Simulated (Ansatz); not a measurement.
**A computed series for hypothetical P6_3/mmc GeS2: pressure series**

The parent structure is GeS2 in the 2H-MoS2 type structure (space group P6_3/mmc, No. 194; a hypothetical phase, not in the database extracts checked; layered, stacked along the Cartesian z axis).

```xyz
6
Lattice="3.4275 0.0000 0.0000 -1.7138 2.9683 0.0000 0.0000 0.0000 10.6216" Properties=species:S:1:pos:R:3 pbc="T T T"
Ge     0.0000     1.9789     2.6554
Ge     1.7138     0.9894     7.9662
S      0.0000     1.9789     6.4356
S      1.7138     0.9894     1.1247
S      1.7138     0.9894     4.1861
S      0.0000     1.9789     9.4969
```

Cell and atoms are relaxed at each pressure.

Level of theory: PBE-D3(BJ) (Ansatz, a first-principles code), no SOC, earlier PAW set.

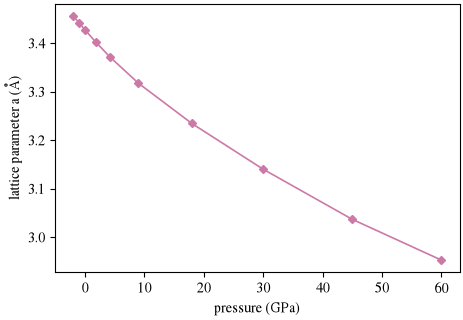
Figure. Lattice parameter a against pressure

| pressure (GPa) | lattice parameter a |
|---|---|
| -2 | 3.456 Å |
| -1 | 3.442 Å |
| 1.8 | 3.402 Å |
| 4.2 | 3.371 Å |
| 9 | 3.317 Å |
| 18 | 3.234 Å |
| 30 | 3.140 Å |
| 45 | 3.037 Å |
| 60 | 2.953 Å |

Load acts through the strain it causes; cell and atoms are relaxed under it. No phonon test of stability was made. Competing high-pressure phases were not computed. All final runs are without spin polarisation.
